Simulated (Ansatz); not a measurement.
**BeTe (zinc blende), energy against volume**

BeTe (zinc blende)

Space group F-43m (No. 216); a = b = c = 5.657 Å, α = β = γ = 90.00°

```tsv
atom	site	symmetry	x	y	z
Te	4d	-43m	0.7500	0.7500	0.7500
Be	4a	-43m	0.0000	0.0000	0.0000
```
(The calculation used a cell of 2 atoms; values per cell refer to that cell.)

Equation-of-state scan: isotropic scaling of the cell above, V₀ being its volume. Symmetry pins the atoms to their sites.

All values below come from r2SCAN (plane waves to 500 eV, PAW, scalar-relativistic; Ansatz, an electronic-structure program). k mesh 11×11×11 (Γ-centred), Fermi-Dirac smearing 0.05 eV. The energy includes the smearing's −TS. BeTe was relaxed with its symmetry unable to fall. Spin-orbit coupling is left out, though Te is heavy. ΔE is measured from the relaxed starting cell.

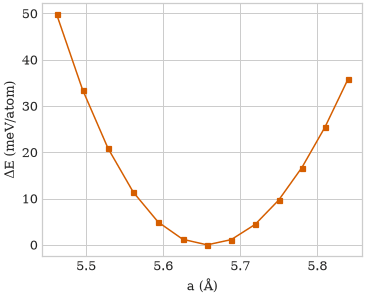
Fig. 1. ΔE (meV/atom) against a (Å); computed points joined by lines.

The energy cost of the largest compression is 49.8 meV/atom. The equilibrium volume of the fit comes out as 22.63 Å³/atom and the energy cost of the largest expansion is 35.7 meV/atom. The bulk modulus B₀ (third-order Birch-Murnaghan fit) is 59.3 GPa and the pressure derivative B₀′ (fit) is 3.9.

Check by three points about V = 22.630 Å³/atom, step 0.377: d²E/dV² ≈ (1.2 − 2·0.0 + 1.1) meV / 0.377² = 0.0162 eV/Å⁶, and V·d²E/dV² × 160.2 = 58.6 GPa.

(Under strain, the slope of the energy per volume gives the stress and its curvature an elastic modulus.)
